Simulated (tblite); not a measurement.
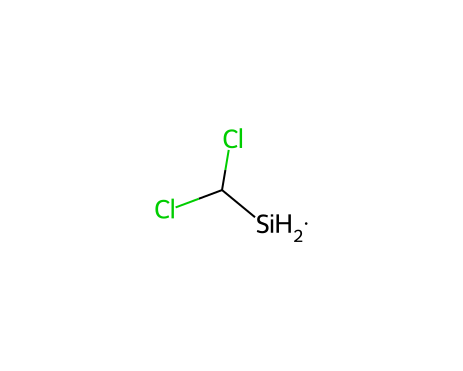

Source: calculation with tblite.

State: neutral, doublet.

Give its SMILES.

Answer. [SiH2]C(Cl)Cl

What is the molecular formula?

Answer. CH3Cl2Si.

An optimisation with GFN2-xTB gave a structure of which point group?

Answer. C1.
